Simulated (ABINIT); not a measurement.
# CsPbI2Br (P4/mmm): one start, several treatments of the self-energy

How much does the gap of CsPbI2Br (P4/mmm) depend on the approximation to the self-energy?

Method: PBE and many-body steps on it, plane waves, in ABINIT 10.8.3.

## (1) Set-up

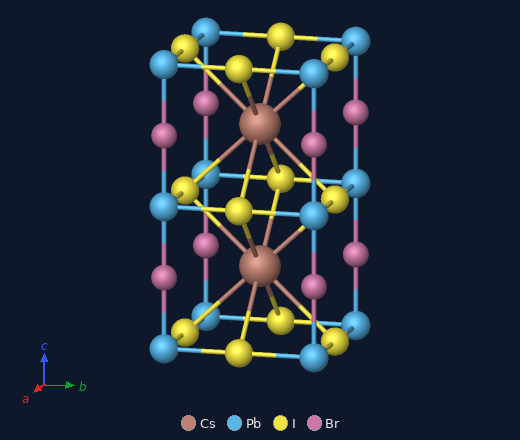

Start, viewed slightly off an axis; caesium pink, lead blue, iodine yellow, bromine pink. 1×1×2 cells are drawn. Some periodic images of atoms are drawn too.

The cell and positions are those that the Materials Project relaxed with its own functionals (PBE, PBE+U or r2SCAN), kept fixed. Spin-orbit coupling is left out unless a step names it.

## (2) Empty states on the mesh, 2×2×2 mesh, 303 bands

This step: ABINIT 10.8.3; DFT, PBE, plane waves, norm-conserving pseudopotentials.

The sums over transitions need many empty states on a uniform mesh; this step solves for them.

run.abi

```
acell 3*1.0 Angstrom
rprim 
  6.375296000000 0.000000000000 0.000000000000
  0.000000000000 6.375296000000 0.000000000000
  0.000000000000 0.000000000000 5.962220000000
ntypat 4
znucl 55 82 53 35
natom 5
typat 1 2 3 3 4
xred 
  0.500000000000 0.500000000000 0.500000000000
  0.000000000000 0.000000000000 0.000000000000
  0.000000000000 0.500000000000 0.000000000000
  0.500000000000 0.000000000000 0.000000000000
  0.000000000000 0.000000000000 0.500000000000
pp_dirpath "pseudos"
pseudos "Cs.upf, Pb.upf, I.upf, Br.upf"
ecut 31
ngkpt 2 2 2
nshiftk 1
shiftk 0 0 0
kptopt 1
chksymbreak 0
iscf -2
irdden 1
istwfk *1
nband 303
nbdbuf 26
tolwfr 1e-09
nstep 60
prtvol 0
indata_prefix "in"
outdata_prefix "out"
tmpdata_prefix "tmp"
```

Run with:

```bash
OMP_NUM_THREADS=1 mpirun -n 4 abinit run.abi > log
```

Numbers of over 12 decimals in the logs are rounded to 6 here.

Output:

```text
.Version 10.8.3 of ABINIT. v10.8.2 released Aug 2026.

 Symmetries : space group P4/m m m (#123); Bravais tP (primitive tetrag.)
[... echo of the input left out ...]
== DATASET  1 ==================================================================
-   mpi_nproc: 4, omp_nthreads: 1 (-1 if OMP is not activated)

--- !DatasetInfo
iteration_state: {dtset: 1, }
dimensions: {natom: 5, nkpt: 6, mband: 303, nsppol: 1, nspinor: 1, nspden: 1, mpw: 13544, }
cutoff_energies: {ecut:  31.0, pawecutdg:  -1.0, }
[...]
2.14897    2.14897    2.15293    2.16085    2.16109    2.16109    2.17540    2.19351
   2.19399    2.20492    2.20617    2.20618    2.20672    2.21794    2.21796    2.22492
   2.22500    2.23046    2.23228    2.23243    2.24630    2.25628    2.26564
 prteigrs : prtvol=0 or 1, do not print more k-points.

== END DATASET(S) ==============================================================
================================================================================

 -outvars: echo values of variables after computation  --------
            nband         303
             nkpt           6
          spgroup         123
 [... the other variables as echoed above ...]

 Calculation completed.
```

It took 8.7 min on 4 MPI ranks of Arm Neoverse V2, shared host; peak memory 0.78 GiB; 35 min of CPU time.

This step gave:

```yaml
gap: 1.465 eV
k_of_the_valence_top: 0.5, 0.5, 0.5
k_of_the_conduction_bottom: 0.5, 0.5, 0.5
least_direct_gap: 1.465 eV
k_points_computed: 6
lowest_point_of_the_top_converged_band_above_the_valence_top: 54.2195 eV
```

On this mesh the gap is 1.465 eV.

The density comes from a self-consistent run that is not shown.

## (3) Screening, 2×2×2 mesh, 277 bands, screening to 122.5 eV

The RPA dielectric matrix is built and inverted for each q.

This step: RPA screening on PBE, plane waves, norm-conserving pseudopotentials.

run.abi, as its differences from that of step 2:

```diff
@@ -23,10 +23,11 @@
 chksymbreak 0
-iscf -2
-irdden 1
 istwfk *1
-nband 303
-nbdbuf 26
-tolwfr 1e-09
-nstep 60
-prtvol 0
+occopt 1
+irdwfk 1
+optdriver 3
+nband 277
+ecuteps 4.5
+inclvkb 2
+awtr 1
+symchi 1
 indata_prefix "in"
```

Output:

```text
.Version 10.8.3 of ABINIT. v10.8.2 released Aug 2026.

 Symmetries : space group P4/m m m (#123); Bravais tP (primitive tetrag.)
[... echo of the input left out ...]
== DATASET  1 ==================================================================
-   mpi_nproc: 4, omp_nthreads: 1 (-1 if OMP is not activated)

--- !DatasetInfo
iteration_state: {dtset: 1, }
dimensions: {natom: 5, nkpt: 6, mband: 277, nsppol: 1, nspinor: 1, nspden: 1, mpw: 13544, }
cutoff_energies: {ecut:  31.0, pawecutdg:  -1.0, }
electrons: {nelect:   4.40000000E+01, charge:   0.00000000E+00, occopt:   1.00000000E+00, tsmear:   1.00000000E-02, }

 SCREENING: Calculation of the susceptibility and dielectric matrices

 Based on a program developped by R.W. Godby, V. Olevano, G. Onida, and L. Reining.
 Incorporated in ABINIT by V. Olevano, G.-M. Rignanese, and M. Torrent.
.Using double precision arithmetic ; gwpc =  8

[... cell and pseudopotentials left out ...]
--------------------------------------------------------------------------------

 ==== K-mesh for the wavefunctions ====
 Number of points in the irreducible wedge :     6
[... list of points left out ...]
 Together with 16 symmetry operations and time-reversal symmetry
 yields     8 points in the full Brillouin Zone.

 ==== Q-mesh for the screening function ====
 Number of points in the irreducible wedge :     6
[... list of points left out ...]
 Together with 16 symmetry operations and time-reversal symmetry
 yields     8 points in the full Brillouin Zone.

 setmesh: FFT mesh size selected  =    45x   45x   40
          total number of points  =        81000

 vcoul_init : cutoff-mode = AUXILIARY_FUNCTION
 q-points for optical limit:   1
     1)      0.000010    0.000020    0.000030

- screening: taking advantage of time-reversal symmetry
- Maximum band index for partially occupied states nbvw = 22
- Remaining bands to be divided among processors   nbcw = 255
- Number of bands treated by each node ~63

 Number of electrons calculated from density =   44.0000; Expected =   44.0000
 average of density, n =  0.026906
 r_s =    2.0702
 omega_plasma =   15.8227 [eV]

 calculating chi0 at frequencies [eV] :
  1    0.000000E+00    0.000000E+00
  2    0.000000E+00    1.582265E+01

--------------------------------------------------------------------------------
  q-point number  1        q = ( 0.000000, 0.000000, 0.000000) [r.l.u.]
--------------------------------------------------------------------------------
[... chi0 elements left out ...]
 For q-point:  0.000010 0.000020 0.000030
  dielectric constant =   9.9835
  dielectric constant without local fields =  11.4790

  Average fulfillment of the sum rule on Im[epsilon] for q-point    1 :     92.35  [%]
[... wings left out ...]
  q-point number  2        q = ( 0.500000, 0.000000, 0.000000) [r.l.u.]
--------------------------------------------------------------------------------
[... chi0 elements left out ...]
  Average fulfillment of the sum rule on Im[epsilon] for q-point    2 :     99.90  [%]

 [... 4 further q-points ...]
```

It took 4 min on 4 MPI ranks; peak memory 3.9 GiB.

Numbers from this step:

```yaml
eps_infinity_with_local_fields_on_this_mesh_along_the_program_s_q_direction: 9.983
the_same_without_local_fields: 11.48
plasma_frequency: 15.82 eV
plane_waves_in_the_screening_matrix: 727
```

Local fields lower ε∞ by 13 %. On a Γ-centred mesh this coarse the value itself is usually too large, while a short band sum pulls it down.

## (4) G0W0, Godby-Needs plasmon pole

The self-energy is evaluated for the states that the input lists, and the levels follow from it, in one-shot runs by the linearised quasiparticle equation.

This step: G0W0 on PBE, plane waves, norm-conserving pseudopotentials.

run.abi, as its differences from that of step 3:

```diff
@@ -26,8 +26,17 @@
 irdwfk 1
-optdriver 3
+optdriver 4
 nband 277
+gwcalctyp 0
+ecutsigx 31
+symsigma 1
+nkptgw 2
+kptgw 
+  0.5000000000 0.5000000000 0.5000000000
+  0.0000000000 0.0000000000 0.0000000000
+bdgw 
+  21 24
+  21 24
 ecuteps 4.5
-inclvkb 2
-awtr 1
-symchi 1
+irdscr 1
+ppmodel 1
 indata_prefix "in"
```

Output:

```text
.Version 10.8.3 of ABINIT. v10.8.2 released Aug 2026.

 Symmetries : space group P4/m m m (#123); Bravais tP (primitive tetrag.)
[... echo of the input left out ...]
== DATASET  1 ==================================================================
-   mpi_nproc: 4, omp_nthreads: 1 (-1 if OMP is not activated)

--- !DatasetInfo
iteration_state: {dtset: 1, }
dimensions: {natom: 5, nkpt: 6, mband: 277, nsppol: 1, nspinor: 1, nspden: 1, mpw: 13544, }
cutoff_energies: {ecut:  31.0, pawecutdg:  -1.0, }
electrons: {nelect:   4.40000000E+01, charge:   0.00000000E+00, occopt:   1.00000000E+00, tsmear:   1.00000000E-02, }

 SIGMA: Calculation of the GW corrections

 Based on a program developped by R.W. Godby, V. Olevano, G. Onida, and L. Reining.
 Incorporated in ABINIT by V. Olevano, G.-M. Rignanese, and M. Torrent.
.Using double precision arithmetic ; gwpc =  8

[... cell and pseudopotentials left out ...]
--------------------------------------------------------------------------------

 ==== K-mesh for the wavefunctions ====
 Number of points in the irreducible wedge :     6
[... list of points left out ...]
 Together with 16 symmetry operations and time-reversal symmetry
 yields     8 points in the full Brillouin Zone.

 ==== Q-mesh for screening function ====
 Number of points in the irreducible wedge :     6
[... list of points left out ...]
 Together with 16 symmetry operations and time-reversal symmetry
 yields     8 points in the full Brillouin Zone.

 vcoul_init : cutoff-mode = AUXILIARY_FUNCTION
 q-points for optical limit:   1
     1)      0.000010    0.000020    0.000030
 setmesh: FFT mesh size selected  =    64x   64x   60
          total number of points  =       245760

 Number of electrons calculated from density =   44.0000; Expected =   44.0000
 average of density, n =  0.026906
 r_s =    2.0702
 omega_plasma =   15.8227 [eV]

 === KS Band Gaps ===
  >>>> For spin  1
   Minimum direct gap =   1.4643 [eV], located at k-point      :   0.5000  0.5000  0.5000
   Fundamental gap    =   1.4643 [eV], Top of valence bands at :   0.5000  0.5000  0.5000
                                       Bottom of conduction at :   0.5000  0.5000  0.5000
 SIGMA fundamental parameters:
 PLASMON POLE MODEL  1
 number of plane-waves for SigmaX                13465
 number of plane-waves for SigmaC and W            727
 number of plane-waves for wavefunctions         13465
 number of bands                                   277
 number of independent spin polarizations            1
 number of spinorial components                      1
 number of k-points in IBZ                           6
 number of q-points in IBZ                           6
 number of symmetry operations                      16
 number of k-points in BZ                            8
 number of q-points in BZ                            8
 number of frequencies for dSigma/dE                 9
 frequency step for dSigma/dE [eV]                0.25
 number of omega for Sigma on real axis              0
 max omega for Sigma on real axis  [eV]           0.00
 zcut for avoiding poles [eV]                     0.10

 EPSILON^-1 parameters (SCR file):
 dimension of the eps^-1 matrix on file            727
 dimension of the eps^-1 matrix used               727
 number of plane-waves for wavefunctions         13465
 number of bands                                   277
 number of q-points in IBZ                           6
 number of frequencies                               2
 number of real frequencies                          1
 number of imag frequencies                          1

 matrix elements of self-energy operator (all in [eV])

 Perturbative Calculation

--- !SelfEnergy_ee
iteration_state: {dtset: 1, }
kpoint     : [   0.500,    0.500,    0.500, ]
spin       : 1
KS_gap     :    1.464
QP_gap     :    2.184
Delta_QP_KS:    0.720
data: !SigmaeeData |
     Band     E0 <VxcDFT>   SigX SigC(E0)      Z dSigC/dE  Sig(E)    E-E0       E
       21   0.212 -11.202 -13.988   1.946   0.775  -0.290 -11.854  -0.652  -0.440
       22   1.059 -12.738 -14.703   1.327   0.783  -0.276 -13.237  -0.499   0.560
       23   2.524  -9.504  -6.470  -2.758   0.797  -0.255  -9.283   0.221   2.744
       24   2.524  -9.504  -6.470  -2.758   0.797  -0.255  -9.283   0.221   2.744

--- !SelfEnergy_ee
iteration_state: {dtset: 1, }
kpoint     : [   0.000,    0.000,    0.000, ]
spin       : 1
KS_gap     :    4.416
QP_gap     :    5.248
Delta_QP_KS:    0.832
data: !SigmaeeData |
     Band     E0 <VxcDFT>   SigX SigC(E0)      Z dSigC/dE  Sig(E)    E-E0       E
       21  -0.204 -11.079 -13.977   2.023   0.773  -0.293 -11.756  -0.677  -0.881
       22  -0.204 -11.079 -13.977   2.023   0.773  -0.293 -11.756  -0.677  -0.881
       23   4.212  -5.717  -2.343  -3.187   0.828  -0.208  -5.562   0.155   4.367
       24   5.103  -5.996  -2.567  -3.121   0.826  -0.210  -5.741   0.255   5.359

== END DATASET(S) ==============================================================
================================================================================

 -outvars: echo values of variables after computation  --------
           etotal      0.0000000000E+00
            nband         277
             nkpt           6
          spgroup         123
 [... the other variables as echoed above ...]

 Calculation completed.
```

It took 82 s on 4 MPI ranks; peak memory 3.7 GiB.

Numbers from this step:

| Item | Value |
| --- | --- |
| G0W0 gap on the points computed | 2.184 eV |
| starting gap on the mesh | 1.465 eV |
| k of the valence top | 0.5, 0.5, 0.5 |
| k of the conduction bottom | 0.5, 0.5, 0.5 |
| Z at the valence top | 0.783 |
| Z at the conduction bottom | 0.797 |
| least direct G0W0 gap on the computed points | 2.184 eV |

The gap on the mesh goes from 1.46 eV to 2.18 eV, a correction of +0.72 eV.

## (5) G0W0, Hybertsen-Louie plasmon pole

run.abi, as its differences from that of step 4:

```diff
@@ -40,3 +40,3 @@
 irdscr 1
-ppmodel 1
+ppmodel 2
 indata_prefix "in"
```

Output:

```text
.Version 10.8.3 of ABINIT. v10.8.2 released Aug 2026.

 Symmetries : space group P4/m m m (#123); Bravais tP (primitive tetrag.)
[... echo of the input left out ...]
== DATASET  1 ==================================================================
-   mpi_nproc: 4, omp_nthreads: 1 (-1 if OMP is not activated)

--- !DatasetInfo
iteration_state: {dtset: 1, }
dimensions: {natom: 5, nkpt: 6, mband: 277, nsppol: 1, nspinor: 1, nspden: 1, mpw: 13544, }
cutoff_energies: {ecut:  31.0, pawecutdg:  -1.0, }
electrons: {nelect:   4.40000000E+01, charge:   0.00000000E+00, occopt:   1.00000000E+00, tsmear:   1.00000000E-02, }

 SIGMA: Calculation of the GW corrections

 Based on a program developped by R.W. Godby, V. Olevano, G. Onida, and L. Reining.
 Incorporated in ABINIT by V. Olevano, G.-M. Rignanese, and M. Torrent.
.Using double precision arithmetic ; gwpc =  8

[... cell and pseudopotentials left out ...]
--------------------------------------------------------------------------------

 ==== K-mesh for the wavefunctions ====
 Number of points in the irreducible wedge :     6
[... list of points left out ...]
 Together with 16 symmetry operations and time-reversal symmetry
 yields     8 points in the full Brillouin Zone.

 ==== Q-mesh for screening function ====
 Number of points in the irreducible wedge :     6
[... list of points left out ...]
 Together with 16 symmetry operations and time-reversal symmetry
 yields     8 points in the full Brillouin Zone.

 vcoul_init : cutoff-mode = AUXILIARY_FUNCTION
 q-points for optical limit:   1
     1)      0.000010    0.000020    0.000030
 setmesh: FFT mesh size selected  =    64x   64x   60
          total number of points  =       245760

 Number of electrons calculated from density =   44.0000; Expected =   44.0000
[...]
number of omega for Sigma on real axis              0
 max omega for Sigma on real axis  [eV]           0.00
 zcut for avoiding poles [eV]                     0.10

 EPSILON^-1 parameters (SCR file):
 dimension of the eps^-1 matrix on file            727
 dimension of the eps^-1 matrix used               727
 number of plane-waves for wavefunctions         13465
 number of bands                                   277
 number of q-points in IBZ                           6
 number of frequencies                               2
 number of real frequencies                          1
 number of imag frequencies                          1

 matrix elements of self-energy operator (all in [eV])

 Perturbative Calculation

--- !SelfEnergy_ee
iteration_state: {dtset: 1, }
kpoint     : [   0.500,    0.500,    0.500, ]
spin       : 1
KS_gap     :    1.464
QP_gap     :    2.229
Delta_QP_KS:    0.765
data: !SigmaeeData |
     Band     E0 <VxcDFT>   SigX SigC(E0)      Z dSigC/dE  Sig(E)    E-E0       E
       21   0.212 -11.202 -13.988   1.718   0.810  -0.235 -12.066  -0.864  -0.653
       22   1.059 -12.738 -14.703   1.121   0.817  -0.225 -13.427  -0.689   0.370
       23   2.524  -9.504  -6.470  -2.943   0.831  -0.204  -9.428   0.076   2.599
[...]
--- !SelfEnergy_ee
iteration_state: {dtset: 1, }
kpoint     : [   0.000,    0.000,    0.000, ]
spin       : 1
KS_gap     :    4.416
QP_gap     :    5.345
Delta_QP_KS:    0.928
data: !SigmaeeData |
     Band     E0 <VxcDFT>   SigX SigC(E0)      Z dSigC/dE  Sig(E)    E-E0       E
[...]
23   4.212  -5.717  -2.343  -3.338   0.852  -0.174  -5.686   0.030   4.243
       24   5.103  -5.996  -2.567  -3.290   0.851  -0.175  -5.877   0.119   5.223

== END DATASET(S) ==============================================================
================================================================================

 -outvars: echo values of variables after computation  --------
           etotal      0.0000000000E+00
            nband         277
             nkpt           6
          spgroup         123
 [... the other variables as echoed above ...]

 Calculation completed.
```

Run time: 80 s. Hardware: 4 MPI ranks; peak memory 3.5 GiB; 5.3 min of CPU time.

This step gave:

```yaml
g0w0_gap_on_the_points_computed: 2.229 eV
starting_gap_on_the_mesh: 1.465 eV
k_of_the_valence_top: 0.5, 0.5, 0.5
k_of_the_conduction_bottom: 0.5, 0.5, 0.5
z_at_the_valence_top: 0.817
z_at_the_conduction_bottom: 0.831
least_direct_g0w0_gap_on_the_computed_points: 2.229 eV
```

Against G0W0 in ABINIT (2×2×2 mesh, 277 bands, screening to 122.5 eV, Godby-Needs plasmon pole), the gap moves by +0.045 eV.

## (6) G0W0, von der Linden-Horsch plasmon pole

run.abi, as its differences from that of step 5:

```diff
@@ -40,3 +40,3 @@
 irdscr 1
-ppmodel 2
+ppmodel 3
 indata_prefix "in"
```

Output:

```text
.Version 10.8.3 of ABINIT. v10.8.2 released Aug 2026.

 Symmetries : space group P4/m m m (#123); Bravais tP (primitive tetrag.)
[... echo of the input left out ...]
== DATASET  1 ==================================================================
-   mpi_nproc: 4, omp_nthreads: 1 (-1 if OMP is not activated)

--- !DatasetInfo
iteration_state: {dtset: 1, }
dimensions: {natom: 5, nkpt: 6, mband: 277, nsppol: 1, nspinor: 1, nspden: 1, mpw: 13544, }
cutoff_energies: {ecut:  31.0, pawecutdg:  -1.0, }
[...]
Band     E0 <VxcDFT>   SigX SigC(E0)      Z dSigC/dE  Sig(E)    E-E0       E
[...]
23   4.212  -5.717  -2.343  -3.447   0.872  -0.147  -5.781  -0.064   4.148
       24   5.103  -5.996  -2.567  -3.374   0.871  -0.148  -5.948   0.048   5.152

== END DATASET(S) ==============================================================
================================================================================

 -outvars: echo values of variables after computation  --------
           etotal      0.0000000000E+00
            nband         277
             nkpt           6
          spgroup         123
 [... the other variables as echoed above ...]

 Calculation completed.
```

Elapsed: 50 s, on 4 MPI ranks; peak memory 3.3 GiB.

This step gave:

```
G0W0 gap on the points computed              : 2.216 eV
starting gap on the mesh                     : 1.465 eV
k of the valence top                         : 0.5, 0.5, 0.5
k of the conduction bottom                   : 0.5, 0.5, 0.5
least direct G0W0 gap on the computed points : 2.216 eV
```

Against G0W0 in ABINIT (2×2×2 mesh, 277 bands, screening to 122.5 eV, Godby-Needs plasmon pole), the gap moves by +0.032 eV.

[end of part 1 of 2]

[Paths, hosts, dates, memory and timing lines, banners, echoed tables and standing remarks are left out of the program output.]

[Logs are printed without paths, hosts, clocks, repeated set-up lines and the standing remarks that a program may print on its own settings, such as how far it seeks lower states.]

[Runs of the session that timed out or met a known fault of the program may be left out.]

[Hosts, paths, dates, database ids (printed as entryN), source tags and the programs' standing remarks are cut or masked in the printed files.]

[G0W0 gaps are taken among the corrected bands and points alone; a level outside them can change the order at an edge.]

[Where Ansatz stands beside ABINIT at settings called matched, ABINIT's density can come from a denser mesh and the files from another edition; pairs whose starting gaps differed by over 0.03 eV were left out, so agreement reads better than it is.]
